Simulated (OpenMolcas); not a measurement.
# SnH3OF (SMILES [OH][SnH2][F]) at 5 levels

We compute a comparison of 5 runs (HF/3-21G, HF/def2-SVPD, SVWN5/def2-SVPD, TPSS/def2-SVPD, r2SCAN/def2-SVPD) of SnH3OF. 

The calculation is run with OpenMolcas 26.06.

**1. The molecule**

The species is SnH3OF (6 atoms), meant as a singlet with charge 0. SMILES: `[OH][SnH2][F]`. The coordinates come from a PBE0-D4/def2-TZVP relaxation. This is one conformer, not always the lowest.

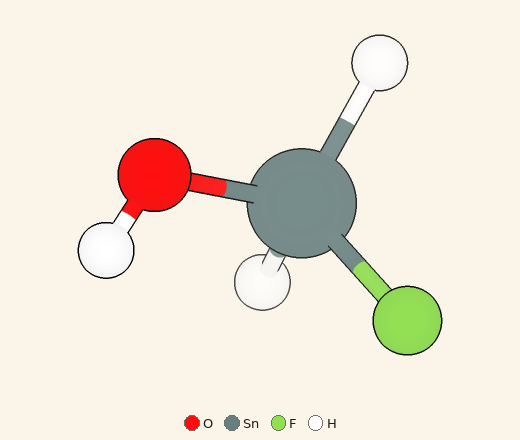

Viewed from a chosen angle; oxygen red, tin teal, fluorine green, hydrogen white.

**2. Energy and forces at HF/3-21G (run 1)**

geom.xyz reads:

```xyz
6

O     -1.414400    -0.333000    -0.425000
Sn     0.302300     0.255900     0.283700
F      1.409100    -1.315100     0.302100
H     -1.368600    -0.685700    -1.316700
H      1.096100     1.317100    -0.782100
H      0.017500     0.696700     1.891900
```

test.input reads:

```
* FH3OSn Hartree-Fock
>>> EXPORT MOLCAS_PRINT=2
&GATEWAY
BasLib=$CurrDir
Coord=geom.xyz
Basis=3-21G
Group=NoSym
&SEWARD
&SCF
Thresholds=1e-10 1e-07 1e-07 1e-05
PrOrbitals=1
&ALASKA
```

The basis set 3-21G is read from a file made from the Basis Set Exchange's data (not shown).

Started as:

```bash
export MOLCAS_MEM=1860
pymolcas test.input > test.log
```

Output:

```text
--- Start Module: gateway ---
[...]
--- Stop Module: gateway /rc=_RC_ALL_IS_WELL_ ---
[...]
      Basis functions           55
[...]
--- Start Module: scf ---
[...]
       Convergence after  13 Iterations
[...]
::    Total SCF energy                              -6171.4033242573
[...]
      Total spin, S                                     0.0000000000
[...]
      Total electronic charge=   70.000000
      Total            charge=   -0.000000
[...]
      Dipole Moment (debye):
      Origin of the operator (angstrom)=    0.2542    0.0108    0.2074
                   X=  2.8129E-01               Y=  2.3745E+00               Z= -1.0156E+00           Total=  2.5978E+00
      Quadrupole Moment (debye*angstrom):
[...]
--- Stop Module: scf /rc=_RC_ALL_IS_WELL_ ---
[...]
--- Start Module: alaska ---
[...]
 *              Molecular gradients               *
 **************************************************
  Irreducible representation: a
 ------------------------------------------------------------------------------------------
                              X                       Y                       Z
 ------------------------------------------------------------------------------------------
  O1               -1.88803885065383E-02   -5.23482146599541E-03   -3.52936331001352E-03
  SN2              -1.00242594187172E-04    2.41382886820460E-02   -1.57115846458034E-03
  F3                1.09053216696609E-02   -1.24208169094686E-02    1.00902877616149E-03
  H4                1.03431716505104E-02    5.53564474520307E-03    7.61236982140989E-03
  H5               -2.14349483717413E-03   -6.94863781601729E-03    3.38736221654656E-03
  H6               -1.24367382282164E-04   -5.06965723587571E-03   -6.90823903948257E-03
 ------------------------------------------------------------------------------------------
[...]
```

Wall time 3.3 s (1 thread of Arm Neoverse V1, shared host); peak memory 0.39 GiB.

**3. Energy and forces at HF/def2-SVPD (core potential) (run 2)**

test.inp reads:

```
&GATEWAY
BasLib=$CurrDir
Coord
6
bohr
O     -2.67282863    -0.62927880    -0.80313360
Sn     0.57126421     0.48358092     0.53611530
F      2.66281308    -2.48517883     0.57088626
H     -2.58627917    -1.29578520    -2.48820239
H      2.07132881     2.48895828    -1.47795480
H      0.03307021     1.31657219     3.57517286
Basis=def2-SVPD
Group=NoSym
&SEWARD
&SCF
Thresholds=1e-10 1e-07 1e-07 1e-05
PrOrbitals=1
&ALASKA
```

The basis set def2-SVPD is read from a file made from the Basis Set Exchange's data (not shown).

Started as:

```bash
export MOLCAS_MEM=1860
pymolcas test.inp > test.log
```

Output:

```text
--- Start Module: gateway ---
[...]
--- Stop Module: gateway /rc=_RC_ALL_IS_WELL_ ---
[...]
      Basis functions          102
[...]
--- Start Module: scf ---
[...]
       Convergence after  13 Iterations
[...]
::    Total SCF energy                               -389.2911490693
[...]
      Total spin, S                                     0.0000000000
[...]
      Total electronic charge=   42.000000
      Total            charge=   -0.000000
[...]
      Dipole Moment (debye):
      Origin of the operator (angstrom)=    0.2542    0.0108    0.2074
                   X=  1.0376E-01               Y=  2.6738E+00               Z= -6.2569E-01           Total=  2.7480E+00
      Quadrupole Moment (debye*angstrom):
[...]
--- Stop Module: scf /rc=_RC_ALL_IS_WELL_ ---
[...]
--- Start Module: alaska ---
[...]
 *              Molecular gradients               *
 **************************************************
  Irreducible representation: a
 ------------------------------------------------------------------------------------------
                              X                       Y                       Z
 ------------------------------------------------------------------------------------------
  O1               -1.10959011290923E-03    8.05747969236936E-03    2.19182546994318E-02
  SN2              -1.92517631113587E-03   -6.10200198463495E-03   -5.01415831738505E-03
  F3               -2.26024986327111E-03    3.44666215265654E-03    1.39072737980528E-04
  H4                5.61141140263510E-03   -5.26812231594631E-03   -1.63713024972560E-02
  H5                9.02472006105270E-04    4.80046431276193E-04   -1.14115558315753E-03
  H6               -1.21886712141195E-03   -6.14063975755919E-04    4.69288960372793E-04
 ------------------------------------------------------------------------------------------
[...]
```

Wall time 14 s (1 thread of Arm Neoverse V1, shared host); peak memory 0.57 GiB.

Runs 3 to 4 aren't shown in full; the table further down has their settings and results.

**4. Energy and forces at r2SCAN/def2-SVPD (core potential) (run 5)**

struct.xyz reads:

```xyz
6

O     -1.414400    -0.333000    -0.425000
Sn     0.302300     0.255900     0.283700
F      1.409100    -1.315100     0.302100
H     -1.368600    -0.685700    -1.316700
H      1.096100     1.317100    -0.782100
H      0.017500     0.696700     1.891900
```

job.inp reads:

```
* FH3OSn Kohn-Sham DFT

&GATEWAY
  BASLIB=$CurrDir
  COORD=struct.xyz
  BASIS=def2-SVPD
  GROUP=NoSym

&SEWARD
  GRIDINPUT
  Grid=UltraFine
  End of Grid

&SCF
  KSDFT=2
  1.0 MGGA_X_R2SCAN
  1.0 MGGA_C_R2SCAN
  THRESHOLDS=1e-10 1e-07 1e-07 1e-05
  PRORBITALS=1 2

&ALASKA
```

The basis set def2-SVPD is read from a file made from the Basis Set Exchange's data (not shown).

Started as:

```bash
export MOLCAS_MEM=1860
pymolcas job.inp > job.log
```

Output:

```text
--- Start Module: gateway ---
[...]
--- Stop Module: gateway /rc=_RC_ALL_IS_WELL_ ---
[...]
      Basis functions          102
[...]
--- Start Module: scf ---
[...]
       Convergence after  17 Iterations
[...]
::    Total KS-DFT energy                            -391.0659910988
[...]
      Total spin, S                                     0.0000000000
[...]
      Total electronic charge=   42.000000
      Total            charge=   -0.000000
[...]
      Dipole Moment (debye):
      Origin of the operator (angstrom)=    0.2542    0.0108    0.2074
                   X= -2.3613E-02               Y=  2.3573E+00               Z= -5.8928E-01           Total=  2.4300E+00
      Quadrupole Moment (debye*angstrom):
[...]
--- Stop Module: scf /rc=_RC_ALL_IS_WELL_ ---
[...]
--- Start Module: alaska ---
[...]
 *              Molecular gradients               *
 **************************************************
  Irreducible representation: a
 ------------------------------------------------------------------------------------------
                              X                       Y                       Z
 ------------------------------------------------------------------------------------------
  O1                1.36442076626331E-02    3.12995817653139E-03    1.09976305925130E-03
  SN2              -4.35127456800766E-03   -1.79759943930531E-02   -5.65965416199710E-03
  F3               -9.74288929170264E-03    1.40550177700938E-02   -1.61777157279608E-04
  H4                8.16136091576380E-04    2.16772662853382E-03    5.16315056770988E-03
  H5               -9.08660971335351E-04   -1.08993380530675E-03    1.16272470221190E-03
  H6                5.42481076857504E-04   -2.86774376770271E-04   -1.60420700989228E-03
 ------------------------------------------------------------------------------------------
[...]
```

Wall time 54 s (1 thread of Arm Neoverse V1, shared host); peak memory 0.57 GiB.

**5. The series**

| run | level | integration grid | energy (Eh) | dipole moment (D) | HOMO energy (eV) | LUMO energy (eV) | wall time |
| --- | --- | --- | --- | --- | --- | --- | --- |
| 1 | HF/3-21G | – | -6171.403324 | 2.60 | -12.39 | 3.44 | 3.3 s |
| 2 | HF/def2-SVPD (core potential) | – | -389.291149 | 2.75 | -12.84 | 1.82 | 14 s |
| 3 | SVWN5/def2-SVPD (core potential) | UltraFine | -389.544571 | 2.44 | -7.59 | -1.89 | 35 s |
| 4 | TPSS/def2-SVPD (core potential) | UltraFine | -390.998340 | 2.32 | -7.54 | -1.51 | 53 s |
| 5 | r2SCAN/def2-SVPD (core potential) | UltraFine | -391.065991 | 2.43 | -7.79 | -1.28 | 54 s |

**6. Summary of results**

| quantity | value |
| --- | --- |
| run 5: total energy | -391.06599 Eh |
| run 5: dipole moment | 2.43 D |
| run 5: HOMO energy | -7.79 eV |
| run 5: LUMO energy | -1.28 eV |
| run 5: HOMO–LUMO gap | 6.50 eV |
| run 5: largest force on an atom | 0.995 eV/Å |

In words: The dipole moment (its size) runs from 2.32 D (TPSS/def2-SVPD) to 2.75 D (HF/def2-SVPD). The HOMO–LUMO gap runs from 5.70 eV (SVWN5/def2-SVPD) to 15.84 eV (HF/3-21G). The two ends differ in method and basis and core potential. Totals of different functionals can't be ranked against each other. Some runs of one species differ in core potentials or relativity; totals across that change don't compare. In run 1 relativity is left out where basis or elements ask for it. All runs together took 2.7 min, the longest 54 s.
